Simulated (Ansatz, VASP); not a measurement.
## Cross-check of InSe2 between VASP and Ansatz

One calculation is typed for both programs; each brings its own data sets and cutoff. How far apart do they land?

Program: Ansatz 0.2.0. Level of theory: plane waves, with VASP 6.6.1 beside it; single point at PBEsol, single point at PBE and single point at PBEsol, spin-orbit coupling. Results are calculated unless marked as measured.

### 1. The structure

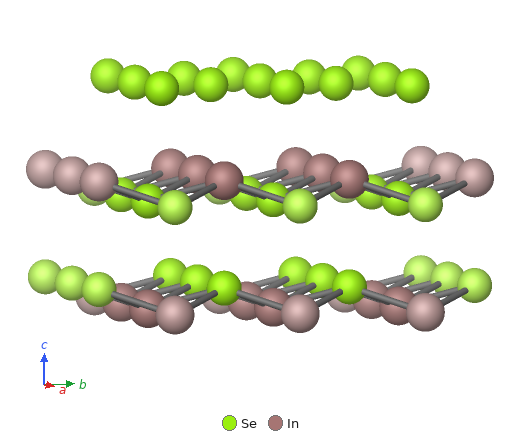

Start, viewed from the side, with the c axis up; selenium green, indium brown. 2×2×1 cells are drawn. Some periodic images of atoms are drawn too.

The cell holds 6 atoms: 4 Se and 2 In. Cell: a = 3.895 Å, b = 3.895 Å, c = 14.801 Å, α = 90.0°, β = 90.0°, γ = 90.0°. It derives from InSe2. As first built, before any earlier steps moved the atoms: kind sheets cut from a layered crystal; sheets 3. Vacuum lies along c.

Structure file:

```xyz
6
Lattice="3.8949 0.0000 0.0000 0.0000 3.8949 0.0000 0.0000 0.0000 14.8006" Properties=species:S:1:pos:R:3
Se    1.9474    1.9474   10.8006
Se    0.0000    0.0000   10.8006
Se    1.9474    0.0000    7.2754
Se    0.0000    1.9474    4.6996
In    0.0000    1.9474    7.9750
In    1.9474    0.0000    4.0000
```

### 2. VASP: single point, PBEsol

With cell and atoms fixed, the geometry can't cause a difference; cores, projectors, grids and the points listed under the comparison can.

Lines of VASP's logs that name or quote its potential files are left out, and so is its time.

Contents of INCAR:

```
SYSTEM = InSe2
PREC = Normal
ENCUT = 350
EDIFF = 1E-06
NELM = 120
ISMEAR = 0
SIGMA = 0.05
LREAL = .FALSE.
ALGO = Normal
GGA = PS
NBANDS = 21
LORBIT = 11
LWAVE = .FALSE.
LCHARG = .FALSE.
KPAR = 4
IDIPOL = 3
LDIPOL = .TRUE.
DIPOL = 0.5 0.5 0.513
LVHAR = .TRUE.
LVACPOTAV = .TRUE.
```

Contents of POSCAR:

```
InSe2
1.0
    3.8948930000      0.0000000000      0.0000000000
    0.0000000000      3.8948930000      0.0000000000
    0.0000000000      0.0000000000     14.8006241759
Se In
4 2
Direct
    0.5000000000      0.5000000000      0.7297411276
    0.0000000000      0.0000000000      0.7297411276
    0.5000000000      0.0000000000      0.4915591926
    0.0000000000      0.5000000000      0.3175294789
    0.0000000000      0.5000000000      0.5388297977
    0.5000000000      0.0000000000      0.2702588724
```

Contents of KPOINTS:

```
Automatic mesh
0
Gamma
7 7 1
0 0 0
```

Potentials, in the order of the species: Se and In (PBE family, release 64).

Started as:

```
$ mpirun -np 4 vasp_std
```

Numbers of over 12 decimals in the logs are rounded to 6 here.

The program printed:

```text
[banner, memory and clock lines left out]
running    4 mpi-ranks, on    1 nodes
 distrk:  each k-point on    1 cores,    4 groups
 distr:  one band on    1 cores,    1 groups

 POSCAR found type information on POSCAR SeIn
 POSCAR found :  2 types and       6 ions
|                                                                             |
|               ----> ADVICE to this user running VASP <----                  |
|                                                                             |
|     You enforced a specific xc type in the INCAR file but a different       |
|     [... a line on the potential file left out ...]
|     I HOPE YOU KNOW WHAT YOU ARE DOING!                                     |
|                                                                             |

 LDA part: xc-table for (Slater+PW92), standard interpolation
 POSCAR, INCAR and KPOINTS ok, starting setup
 FFT: planning ... GRIDC
 FFT: planning ... GRID_SOFT
 FFT: planning ... GRID
 WAVECAR not read
 entering main loop
       N       E                     dE             d eps       ncg     rms          rms(c)
DAV:   1     0.155908842011E+03    0.15591E+03   -0.87356E+03   420   0.821E+02
DAV:   2    -0.523890945086E+01   -0.16115E+03   -0.15632E+03   607   0.164E+02
DAV:   3    -0.222612672410E+02   -0.17022E+02   -0.16765E+02   521   0.603E+01
DAV:   4    -0.226745882873E+02   -0.41332E+00   -0.40958E+00   542   0.107E+01
DAV:   5    -0.226852331732E+02   -0.10645E-01   -0.10626E-01   561   0.153E+00    0.701E+00
DAV:   6    -0.223325750922E+02    0.35266E+00   -0.29810E+00   563   0.457E+00    0.423E+00
DAV:   7    -0.225980062707E+02   -0.26543E+00   -0.95445E+00   563   0.836E+00    0.323E+00
DAV:   8    -0.220985456375E+02    0.49946E+00   -0.13463E+00   527   0.457E+00    0.128E+00
DAV:   9    -0.220923508570E+02    0.61948E-02   -0.10041E+00   552   0.257E+00    0.750E-01
DAV:  10    -0.220762727643E+02    0.16078E-01   -0.73229E-01   500   0.190E+00    0.661E-01
DAV:  11    -0.220547416525E+02    0.21531E-01   -0.18926E-02   505   0.730E-01    0.301E-01
DAV:  12    -0.220550980571E+02   -0.35640E-03   -0.43696E-03   493   0.320E-01    0.235E-01
DAV:  13    -0.220572589421E+02   -0.21609E-02   -0.77034E-02   542   0.351E-01    0.363E-01
DAV:  14    -0.220547352458E+02    0.25237E-02   -0.59436E-04   510   0.136E-01    0.197E-01
DAV:  15    -0.220546408320E+02    0.94414E-04   -0.19778E-02   524   0.184E-01    0.124E-01
DAV:  16    -0.220556766344E+02   -0.10358E-02   -0.51661E-04   487   0.111E-01    0.214E-01
DAV:  17    -0.220552856670E+02    0.39097E-03   -0.91452E-05   450   0.535E-02    0.172E-01
DAV:  18    -0.220547007985E+02    0.58487E-03   -0.11706E-04   509   0.592E-02    0.808E-02
DAV:  19    -0.220545414263E+02    0.15937E-03   -0.12618E-04   595   0.562E-02    0.147E-02
DAV:  20    -0.220545655174E+02   -0.24091E-04   -0.34013E-05   505   0.262E-02    0.350E-02
DAV:  21    -0.220545518016E+02    0.13716E-04   -0.35422E-06   350   0.942E-03    0.248E-02
DAV:  22    -0.220545374040E+02    0.14398E-04   -0.88647E-06   430   0.124E-02    0.338E-03
DAV:  23    -0.220545373522E+02    0.51819E-07   -0.13570E-06   316   0.543E-03
|                                                                             |
|           W    W    AA    RRRRR   N    N  II  N    N   GGGG   !!!           |
|           W    W   A  A   R    R  NN   N  II  NN   N  G    G  !!!           |
|           W    W  A    A  R    R  N N  N  II  N N  N  G       !!!           |
|           W WW W  AAAAAA  RRRRR   N  N N  II  N  N N  G  GGG   !            |
|           WW  WW  A    A  R   R   N   NN  II  N   NN  G    G                |
|           W    W  A    A  R    R  N    N  II  N    N   GGGG   !!!           |
|                                                                             |
|     Did not find any points to average over, which means that no vacuum     |
|     field-free region was found. Please increase the size of  your cell     |
|     in the dimension of the dipole correction to obtain accurate            |
|     workfunction values.                                                    |
|                                                                             |

   1 F= -.22054537E+02 E0= -.22049417E+02  d E =-.102410E-01
|                                                                             |
|           W    W    AA    RRRRR   N    N  II  N    N   GGGG   !!!           |
|           W    W   A  A   R    R  NN   N  II  NN   N  G    G  !!!           |
|           W    W  A    A  R    R  N N  N  II  N N  N  G       !!!           |
|           W WW W  AAAAAA  RRRRR   N  N N  II  N  N N  G  GGG   !            |
|           WW  WW  A    A  R   R   N   NN  II  N   NN  G    G                |
|           W    W  A    A  R    R  N    N  II  N    N   GGGG   !!!           |
|                                                                             |
|     Did not find any points to average over, which means that no vacuum     |
|     field-free region was found. Please increase the size of  your cell     |
|     in the dimension of the dipole correction to obtain accurate            |
|     workfunction values.                                                    |
|                                                                             |
```

OUTCAR, selected parts (step 2):

```text
ion  position               nearest neighbor table
   1  0.500  0.500  0.730-   2 2.75   2 2.75   2 2.75   2 2.75
   2  0.000  0.000  0.730-   1 2.75   1 2.75   1 2.75   1 2.75
   3  0.500  0.000  0.492-   5 2.84   5 2.84   5 2.84   5 2.84   6 3.28
   4  0.000  0.500  0.318-   6 2.84   6 2.84   6 2.84   6 2.84   5 3.28
   5  0.000  0.500  0.539-   3 2.84   3 2.84   3 2.84   3 2.84   4 3.28
   6  0.500  0.000  0.270-   4 2.84   4 2.84   4 2.84   4 2.84   3 3.28

  LATTYP: Found a simple tetragonal cell.
 ALAT       =     3.8948930000
 C/A-ratio  =     3.8000079016

 Subroutine GETGRP returns: Found  8 space group operations
 (whereof  4 operations were pure point group operations)

The static configuration has the point symmetry C_2v.
 The point group associated with its full space group is C_4v.

 Found     10 irreducible k-points:

   k-points           NKPTS =     10   k-points in BZ     NKDIM =     10   number of bands    NBANDS=     21

   dimension x,y,z NGX =    18 NGY =   18 NGZ =   70
   dimension x,y,z NGXF=    36 NGYF=   36 NGZF=  140

   ENCUT  =  350.0 eV  25.72 Ry    5.07 a.u.   5.94  5.94 22.58*2*pi/ulx,y,z

   NELECT =      30.0000    total number of electrons

 k-points in reciprocal lattice and weights: Automatic mesh
   0.00000000  0.00000000  0.00000000       0.020
   0.14285714  0.00000000  0.00000000       0.082
   0.28571429  0.00000000  0.00000000       0.082
   0.42857143  0.00000000  0.00000000       0.082
   0.14285714  0.14285714  0.00000000       0.082
   0.28571429  0.14285714  0.00000000       0.163
   0.42857143  0.14285714  0.00000000       0.163
   0.28571429  0.28571429  0.00000000       0.082
   0.42857143  0.28571429  0.00000000       0.163
   0.42857143  0.42857143  0.00000000       0.082

 dipolmoment           0.000000      0.000000      0.158453 electrons x Angstroem

 average (electrostatic) potential at core
       1 -57.5076       2 -57.5076       3 -56.9861       4 -57.1785       5 -41.3774
       6 -41.3975

 E-fermi :   1.1244

 k-point     1 :       0.0000    0.0000    0.0000
  band No.  band energies     occupation
    ...
     10      -1.4752      2.00000
     11      -1.4752      2.00000
     12      -0.9091      2.00000
     13      -0.7263      2.00000
     14      -0.7263      2.00000
     15       1.5422      0.00000
     16       1.6455      0.00000
     17       2.5877      0.00000
     18       4.0463      0.00000
     19       4.0463      0.00000
    ...

 k-point     2 :       0.1429    0.0000    0.0000
  band No.  band energies     occupation
    ...
     10      -1.9322      2.00000
     11      -1.3004      2.00000
     12      -0.8570      2.00000
     13      -0.5761      2.00000
     14       0.6571      2.00000
     15       1.3674      0.00000
     16       1.6878      0.00000
     17       2.7306      0.00000
     18       3.2133      0.00000
     19       3.3406      0.00000
    ...

 k-point     3 :       0.2857    0.0000    0.0000
  band No.  band energies     occupation
    ...
     10      -1.6966      2.00000
     11      -0.8291      2.00000
     12      -0.5095      2.00000
     13      -0.2160      2.00000
     14       0.5111      2.00000
     15       1.3393      0.00000
     16       1.6276      0.00000
     17       1.8039      0.00000
     18       2.1401      0.00000
     19       3.4072      0.00000
    ...

  Total       -3.4772543     -3.4772543     -2.4075400      0.0000000      0.0000000      0.0000000
  in kB      -24.8128098    -24.8128098    -17.1795984      0.0000000      0.0000000      0.0000000
  external PRESSURE =     -22.2684060 kB  Pullay stress =       0.0000000 kB

  energy-cutoff  :      350.00
  volume of cell :      224.53
      direct lattice vectors                 reciprocal lattice vectors
     3.894893000  0.000000000  0.000000000     0.256746463  0.000000000  0.000000000
     0.000000000  3.894893000  0.000000000     0.000000000  0.256746463  0.000000000
     0.000000000  0.000000000 14.800624176     0.000000000  0.000000000  0.067564718

 POSITION                                       TOTAL-FORCE (eV/Angst)
 -----------------------------------------------------------------------------------
      1.94745      1.94745     10.80062         0.000000      0.000000     -0.155654
      0.00000      0.00000     10.80062         0.000000      0.000000     -0.155654
      1.94745      0.00000      7.27538         0.000000      0.000000     -0.186259
      0.00000      1.94745      4.69963         0.000000      0.000000     -0.518550
      0.00000      1.94745      7.97502         0.000000      0.000000      0.180992
      1.94745      0.00000      4.00000         0.000000      0.000000      0.835126
 -----------------------------------------------------------------------------------
    total drift:                                0.000000      0.000000      0.003431

  FREE ENERGIE OF THE ION-ELECTRON SYSTEM (eV)
  ---------------------------------------------------
  free  energy   TOTEN  =       -22.0545373522 eV

  energy  without entropy=      -22.0442963482  energy(sigma->0) =      -22.04941685

 total charge
# of ion       s       p       d       tot
------------------------------------------
    1        1.523   2.089   0.041   3.653
    2        1.523   2.089   0.041   3.653
    3        1.482   2.271   0.023   3.776
    4        1.486   2.264   0.023   3.774
    5        1.241   0.837   0.167   2.246
    6        1.327   0.817   0.141   2.286
--------------------------------------------------
tot          8.582  10.368   0.436  19.387

[... 3 further parts left out ...]
```

(Part 1 of 3 ends here.)

[Lines on the potential files, build, host, timing and source positions are cut from VASP's logs without a mark.]

[Logs are printed without paths, hosts, clocks, repeated set-up lines and the standing remarks that a program may print on its own settings, such as how far it seeks lower states.]

[Hosts, paths, dates, database ids (printed as entryN), source tags and the programs' standing remarks are cut or masked in the printed files.]
